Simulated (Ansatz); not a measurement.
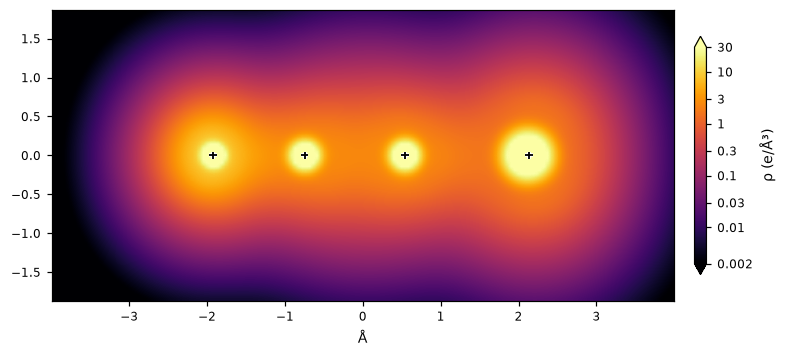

The total electron density on a plane through atoms (crosses mark nuclei in the plane).

Theory: isolated molecule in a Gaussian basis; Kohn-Sham density functional theory, functional PBE0 in Ansatz.

Candidates:
A. C$_{3}$H$_{8}$BFGe (SMILES C=C(C)[B](F)[GeH3])
B. C$_{2}$OS (SMILES O=C=C=S)
C. CH$_{2}$Si$_{2}$

Question: Which system is this?

Answer: Candidate B: C$_{2}$OS on a plane that holds the molecular axis, which holds C, O and S. C–O (1.18 Å): the density is about 3.6 e/Å³ at the midpoint. C–C (1.29 Å): the density is about 2.4 e/Å³ at the midpoint.
